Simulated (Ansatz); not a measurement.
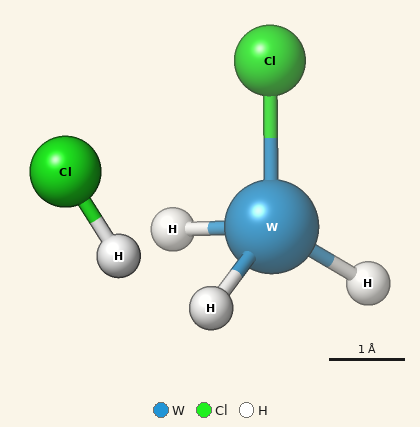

The input geometry (ball-and-stick view, seen at a tilt). Sticks mark near contacts. Bond lengths as drawn: Cl–H 1.35 Å, Cl–W 2.24 Å and H–W 1.68 to 1.73 Å.

WH₄Cl₂: geometry relaxation (part 1 of 2)

WH₄Cl₂, computed with RKS revPBE-D4/def2-SVP (Ansatz 0.2.0).

It belongs to a series of runs on one base structure; here: end point B relaxed.

### Input
```yaml
crystal:
  periodic: [false, false, false]
  atoms:
    - { symbol: W, position_ang: [-0.151998, 0.226761, -0.719825] }
    - { symbol: Cl, position_ang: [1.39358, 0.155727, 2.520066] }
    - { symbol: H, position_ang: [1.425729, -0.75476, 1.529227] }
    - { symbol: Cl, position_ang: [-0.057635, 2.375094, -0.103807] }
    - { symbol: H, position_ang: [-1.425312, -0.101641, 0.324938] }
    - { symbol: H, position_ang: [0.730593, -1.080436, -0.020591] }
    - { symbol: H, position_ang: [-0.693657, -0.150744, -2.308707] }
basis:
  gaussian: { orbitals: def2-SVP }
hamiltonian:
  xc: revpbe
  dispersion: d4
relax:
  f_tol: 0.03
  max_steps: 50
output:
  orbitals: {}
```

Machine: 1 thread of Intel Xeon (Granite Rapids), 32 GiB of memory available, shared host.

Launch command:
```bash
ansatz run input.yaml --threads 1 --pin off --max-ram 2048MiB --backend cpu --events-out ev --progress --plain --runs-dir out
```

### What the program printed
```
The last accepted step is kept in [file] (removed where the run ends without a failure and the disk answers)
Engine: ansatz 0.2.0, x86_64-unknown-linux-gnu
Functional definition: revPBE
  parameter kappa = 1.245
  parameter beta = 0.06672455060314922
  exchange = pbe_x(kappa = kappa, mu = beta*pi^2/3)
  correlation = pbe_c(beta = beta)
929 factors; their error is unknown
mean field evaluation 1: about -26921.5056 eV, gradient 2.4e1 eV
mean field evaluation 2: about -26916.5532 eV, gradient 4.4e1 eV
mean field evaluation 4: about -26922.2244 eV, gradient 1.4e1 eV
mean field evaluation 8: about -26923.5096 eV, gradient 3.7e0 eV
mean field evaluation 16: about -26923.5201 eV, gradient 1.9e-1 eV
mean field evaluation 32: about -26921.4875 eV, gradient 5.8e0 eV
mean field -26923.52018863 eV, -989.4211175146 hartree, gradient 1.4e-5 eV, S^2 0.000000; 4 other end points of the search recorded, 0 dependent functions left out
the calculation of the forces begins
reference -26923.52025855 eV, -989.4211200843 hartree; 26, 26 occupied and 62, 62 virtual orbitals, 929 factors
relax step   1: F+E_penalty+E_count = -26923.94702657 eV  Δ(F+E_penalty+E_count) = +0.000e0 eV  max|allowed force component| = 6.479e-1 eV/Å  Δτ_max = 0.0000 Å  (105 SCF iters, accepted)
these checks for a lower state are left out or cut short: starts, cluster_reference, orbital_swaps, neighbouring_geometries, increment
929 factors; their error is unknown
mean field -26923.54535626 eV, -989.4220424082 hartree, gradient 1.5e-5 eV, S^2 0.000000; 0 other end points of the search recorded, 0 dependent functions left out
[... from here on the field's lines of each further geometry are left out, up to the last ...]
relax step   2: F+E_penalty+E_count = -26923.98269958 eV  Δ(F+E_penalty+E_count) = -3.567e-2 eV  max|allowed force component| = 3.919e-1 eV/Å  Δτ_max = 0.1937 Å  (35 SCF iters, accepted)
relax step   3: F+E_penalty+E_count = -26923.99093641 eV  Δ(F+E_penalty+E_count) = -8.237e-3 eV  max|allowed force component| = 1.246e-1 eV/Å  Δτ_max = 0.1972 Å  (41 SCF iters, accepted)
relax step   4: F+E_penalty+E_count = -26923.99681008 eV  Δ(F+E_penalty+E_count) = -5.874e-3 eV  max|allowed force component| = 9.834e-2 eV/Å  Δτ_max = 0.0732 Å  (35 SCF iters, accepted)
relax step   5: F+E_penalty+E_count = -26924.00491114 eV  Δ(F+E_penalty+E_count) = -8.101e-3 eV  max|allowed force component| = 7.027e-2 eV/Å  Δτ_max = 0.0712 Å  (36 SCF iters, accepted)
relax step   6: F+E_penalty+E_count = -26924.01282655 eV  Δ(F+E_penalty+E_count) = -7.915e-3 eV  max|allowed force component| = 2.274e-1 eV/Å  Δτ_max = 0.1965 Å  (40 SCF iters, accepted)
relax step   7: F+E_penalty+E_count = -26924.03186158 eV  Δ(F+E_penalty+E_count) = -1.904e-2 eV  max|allowed force component| = 2.071e-1 eV/Å  Δτ_max = 0.0581 Å  (34 SCF iters, accepted)
relax step   8: F+E_penalty+E_count = -26924.13683235 eV  Δ(F+E_penalty+E_count) = -1.050e-1 eV  max|allowed force component| = 3.970e-1 eV/Å  Δτ_max = 0.1968 Å  (38 SCF iters, accepted)
relax step   9: F+E_penalty+E_count = -26924.41582472 eV  Δ(F+E_penalty+E_count) = -2.790e-1 eV  max|allowed force component| = 9.593e-1 eV/Å  Δτ_max = 0.1957 Å  (38 SCF iters, accepted)
relax step  10: F+E_penalty+E_count = -26924.90711192 eV  Δ(F+E_penalty+E_count) = -4.913e-1 eV  max|allowed force component| = 1.344e0 eV/Å  Δτ_max = 0.1938 Å  (43 SCF iters, accepted)
relax step  11: F+E_penalty+E_count = -26925.38966911 eV  Δ(F+E_penalty+E_count) = -4.826e-1 eV  max|allowed force component| = 1.047e0 eV/Å  Δτ_max = 0.1950 Å  (37 SCF iters, accepted)
relax step  12: F+E_penalty+E_count = -26925.75940487 eV  Δ(F+E_penalty+E_count) = -3.697e-1 eV  max|allowed force component| = 6.276e-1 eV/Å  Δτ_max = 0.1917 Å  (46 SCF iters, accepted)
relax step  13: F+E_penalty+E_count = -26926.02224795 eV  Δ(F+E_penalty+E_count) = -2.628e-1 eV  max|allowed force component| = 4.375e-1 eV/Å  Δτ_max = 0.1949 Å  (45 SCF iters, accepted)
relax step  14: F+E_penalty+E_count = -26926.22488908 eV  Δ(F+E_penalty+E_count) = -2.026e-1 eV  max|allowed force component| = 7.352e-1 eV/Å  Δτ_max = 0.1945 Å  (44 SCF iters, accepted)
relax step  15: F+E_penalty+E_count = -26926.41806452 eV  Δ(F+E_penalty+E_count) = -1.932e-1 eV  max|allowed force component| = 7.911e-1 eV/Å  Δτ_max = 0.1952 Å  (45 SCF iters, accepted)
relax step  16: F+E_penalty+E_count = -26926.65297320 eV  Δ(F+E_penalty+E_count) = -2.349e-1 eV  max|allowed force component| = 7.889e-1 eV/Å  Δτ_max = 0.1948 Å  (35 SCF iters, accepted)
relax step  17: F+E_penalty+E_count = -26926.86675910 eV  Δ(F+E_penalty+E_count) = -2.138e-1 eV  max|allowed force component| = 5.134e-1 eV/Å  Δτ_max = 0.1932 Å  (37 SCF iters, accepted)
relax step  18: F+E_penalty+E_count = -26926.95989547 eV  Δ(F+E_penalty+E_count) = -9.314e-2 eV  max|allowed force component| = 3.473e-1 eV/Å  Δτ_max = 0.1950 Å  (37 SCF iters, accepted)
relax step  19: F+E_penalty+E_count = -26927.02852237 eV  Δ(F+E_penalty+E_count) = -6.863e-2 eV  max|allowed force component| = 4.855e-1 eV/Å  Δτ_max = 0.2000 Å  (37 SCF iters, accepted)
relax step  20: F+E_penalty+E_count = -26927.14581358 eV  Δ(F+E_penalty+E_count) = -1.173e-1 eV  max|allowed force component| = 5.744e-1 eV/Å  Δτ_max = 0.1991 Å  (36 SCF iters, accepted)
relax step  21: F+E_penalty+E_count = -26927.21343327 eV  Δ(F+E_penalty+E_count) = -6.762e-2 eV  max|allowed force component| = 2.938e-1 eV/Å  Δτ_max = 0.1987 Å  (36 SCF iters, accepted)
relax step  22: F+E_penalty+E_count = -26927.22120145 eV  Δ(F+E_penalty+E_count) = -7.768e-3 eV  max|allowed force component| = 2.184e-1 eV/Å  Δτ_max = 0.0575 Å  (32 SCF iters, accepted)
relax step  23: F+E_penalty+E_count = -26927.22344241 eV  Δ(F+E_penalty+E_count) = -2.241e-3 eV  max|allowed force component| = 1.037e-1 eV/Å  Δτ_max = 0.0269 Å  (32 SCF iters, accepted)
relax step  24: F+E_penalty+E_count = -26927.22300548 eV  Δ(F+E_penalty+E_count) = +4.369e-4 eV  max|allowed force component| = 2.033e-1 eV/Å  Δτ_max = 0.0277 Å  (33 SCF iters, rejected (line search))
the calculation of the forces begins
reference -26926.75070007 eV, -989.5398366203 hartree; 26, 26 occupied and 62, 62 virtual orbitals, 929 factors
relax step  25: F+E_penalty+E_count = -26927.22469797 eV  Δ(F+E_penalty+E_count) = -1.256e-3 eV  max|allowed force component| = 5.458e-3 eV/Å  Δτ_max = 0.0114 Å  (32 SCF iters, accepted)
929 factors; their error is unknown
mean field evaluation 224: about -26926.8064 eV, gradient 1.8e-1 eV
```

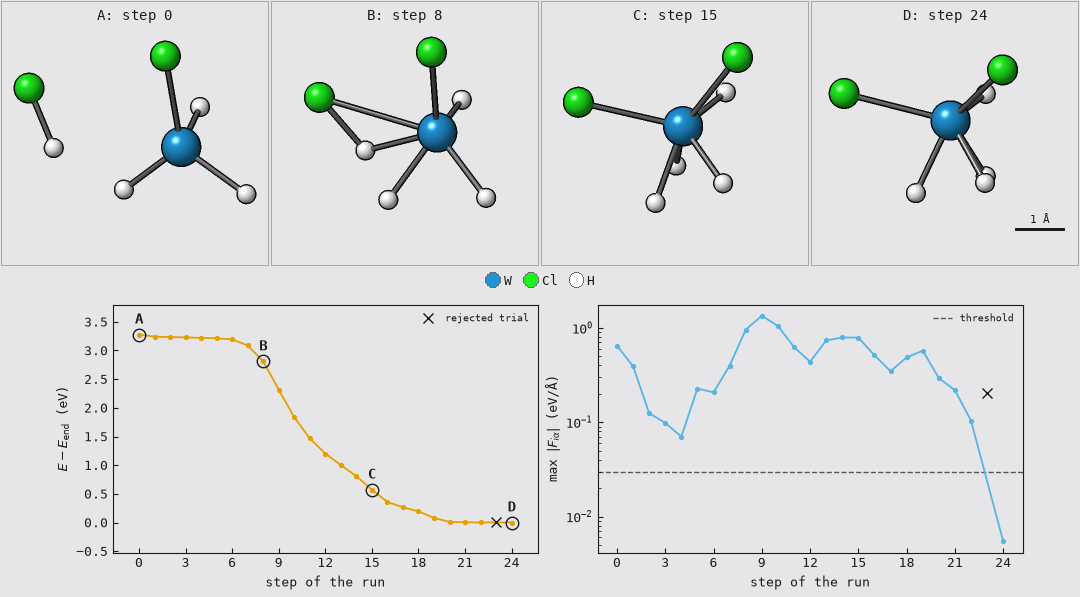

Frames of the relaxation (ball-and-stick view, seen at a tilt) above the curves, on which the letters mark them (the first geometry is step 0 here and step 1 in the log).

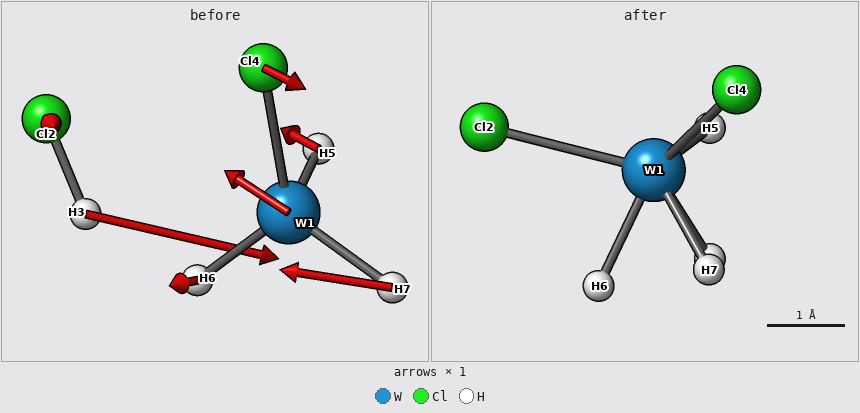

Before (left) and after (right) the relaxation, at one scale (ball-and-stick view, seen at a tilt). The red arrows give the displacements, at true length. The largest move after the best rigid fit is that of H3, 2.61 Å. By element the largest moves are H 2.61 Å, W 1.10 Å, Cl 0.65 Å. Among the contacts that change: Cl2–H3 1.346 → 3.507 Å, W1–Cl2 3.590 → 2.287 Å, W1–H3 2.917 → 1.687 Å, W1–Cl4 2.237 → 2.287 Å. New bonds form: W1–Cl2 (3.59 → 2.29 Å), W1–H3 (2.92 → 1.69 Å). Bonds break: Cl2–H3 (1.35 → 3.51 Å). Among the angles that change: H6–W1–H7 111.7° → 59.8°, Cl4–W1–H7 118.6° → 78.6°, H5–W1–H6 89.3° → 117.2°. The energy falls by 3.278 eV in 24 geometry steps. Largest force component: 0.65 eV/Å at the start, 0.0055 eV/Å at the end. The line search rejected the trial step at point 23 (counted from 0) and went back. (Atoms are counted from 1 in the order of the input.)

```
mean field -26926.75062613 eV, -989.5398339030 hartree, gradient 2.0e-5 eV, S^2 0.000000; 1 other end points of the search recorded, 0 dependent functions left out
the calculation of the forces begins
reference -26926.75070007 eV, -989.5398366203 hartree; 26, 26 occupied and 62, 62 virtual orbitals, 929 factors
Total energy: -26927.22477192 eV, -989.5572584394 hartree
Atom 0 at     0.149125     0.302137     0.335691 Å, force     0.004441    -0.001264    -0.005458 eV/Å
Atom 1 at     1.843977     0.522807     1.855151 Å, force    -0.001104    -0.001093    -0.002374 eV/Å
Atom 2 at    -0.555702    -1.180721    -0.052586 Å, force     0.000405    -0.000346    -0.001799 eV/Å
Atom 3 at    -0.389971     2.259920    -0.716706 Å, force     0.000398    -0.004203     0.001879 eV/Å
Atom 4 at    -1.223869    -0.153669     1.222294 Å, force    -0.001995     0.001693     0.000403 eV/Å
Atom 5 at     1.186951    -0.919950    -0.149380 Å, force     0.000489     0.002879     0.003939 eV/Å
Atom 6 at     0.210789    -0.160523    -1.273164 Å, force    -0.002633     0.002333     0.003410 eV/Å
Dipole moment:    -0.046701     0.044655     0.071069 e Å
```

### Trajectory as extended XYZ (Å, eV, eV/Å), 25 frames, from step=1 to step=25
```
7
Properties=species:S:1:pos:R:3:forces:R:3 step=1 energy=-26923.94703
W    -0.1520    0.2268   -0.7198   -0.0452  -0.0184   0.1574
Cl    1.3936    0.1557    2.5201    0.0523  -0.5960  -0.6479
H     1.4257   -0.7548    1.5292   -0.1164   0.6390   0.5757
Cl   -0.0576    2.3751   -0.1038    0.0354  -0.0781  -0.0733
H    -1.4253   -0.1016    0.3249   -0.0136  -0.0336  -0.0108
H     0.7306   -1.0804   -0.0206    0.0411   0.0314  -0.0308
H    -0.6937   -0.1507   -2.3087    0.0463   0.0558   0.0296
7
Properties=species:S:1:pos:R:3:forces:R:3 step=2 energy=-26923.98270
W    -0.1415    0.2002   -0.6694   -0.0545   0.1021  -0.0246
Cl    1.4202    0.1503    2.4806   -0.0476  -0.2857  -0.3919
H     1.2790   -0.6737    1.4323   -0.0075   0.2835   0.3177
Cl   -0.0244    2.3543   -0.0961    0.0124  -0.0332  -0.0088
H    -1.4311   -0.1382    0.3517   -0.0177  -0.0097   0.0209
H     0.7783   -1.0937   -0.0035    0.0802  -0.0475   0.0382
H    -0.6591   -0.1292   -2.2742    0.0347  -0.0095   0.0486
7
Properties=species:S:1:pos:R:3:forces:R:3 step=3 energy=-26923.99094
W    -0.1156    0.1934   -0.6137    0.0180   0.0764   0.0948
Cl    1.4021    0.1611    2.3579   -0.0244   0.0040  -0.0123
H     1.1197   -0.6487    1.3187    0.0196  -0.0063   0.0858
Cl   -0.0014    2.3494   -0.0593   -0.0166   0.0386  -0.0371
H    -1.4137   -0.1540    0.3967    0.0083  -0.0064   0.0048
H     0.8424   -1.0884    0.0411   -0.0040  -0.0776  -0.1246
H    -0.6121   -0.1427   -2.2201   -0.0008  -0.0287  -0.0112
7
Properties=species:S:1:pos:R:3:forces:R:3 step=4 energy=-26923.99681
W    -0.1016    0.2107   -0.5938   -0.0983   0.0079  -0.0490
Cl    1.3921    0.1437    2.3570   -0.0469   0.0121  -0.0717
H     1.1023   -0.6856    1.3359    0.0157   0.0087   0.0721
Cl   -0.0349    2.3885   -0.1114    0.0477   0.0224   0.0554
H    -1.3930   -0.1454    0.4226    0.0040   0.0083  -0.0008
H     0.8588   -1.0992    0.0068    0.0721  -0.0368  -0.0233
H    -0.6024   -0.1427   -2.1957    0.0057  -0.0225   0.0174
7
Properties=species:S:1:pos:R:3:forces:R:3 step=5 energy=-26924.00491
W    -0.0935    0.2121   -0.5783   -0.0665  -0.0092   0.0367
Cl    1.3458    0.1789    2.3158   -0.0269  -0.0152  -0.0703
H     1.0777   -0.7071    1.3353   -0.0015   0.0188   0.0492
Cl   -0.0161    2.3931   -0.0920    0.0352   0.0097   0.0119
H    -1.3794   -0.1431    0.4453   -0.0047   0.0019  -0.0074
H     0.8912   -1.1091   -0.0308    0.0613  -0.0019  -0.0113
H    -0.6044   -0.1548   -2.1740    0.0031  -0.0039  -0.0088
7
Properties=species:S:1:pos:R:3:forces:R:3 step=6 energy=-26924.01283
W    -0.0678    0.2149   -0.5030    0.0286  -0.1406   0.2274
Cl    1.2206    0.2495    2.1818    0.0927  -0.1074  -0.0199
H     0.9627   -0.7720    1.3066   -0.0538   0.0836  -0.0045
Cl    0.0312    2.4188   -0.0746    0.0012   0.0010  -0.0711
H    -1.3512   -0.1397    0.5247   -0.0282  -0.0162  -0.0214
H     1.0218   -1.1194   -0.1251   -0.1174   0.1985  -0.0569
H    -0.5960   -0.1821   -2.0891    0.0770  -0.0190  -0.0537
7
Properties=species:S:1:pos:R:3:forces:R:3 step=7 energy=-26924.03186
W    -0.0870    0.2205   -0.4692    0.0686  -0.0928   0.2071
Cl    1.2455    0.2308    2.1579    0.0634  -0.0089   0.0056
H     0.9393   -0.7839    1.2794   -0.0802   0.0295  -0.0486
Cl    0.0281    2.4344   -0.0865    0.0021   0.0051  -0.0435
H    -1.3884   -0.1338    0.5366   -0.0232  -0.0259   0.0073
H     1.0281   -1.0948   -0.1236   -0.1096   0.1238  -0.1032
H    -0.5442   -0.2032   -2.0734    0.0789  -0.0308  -0.0248
```
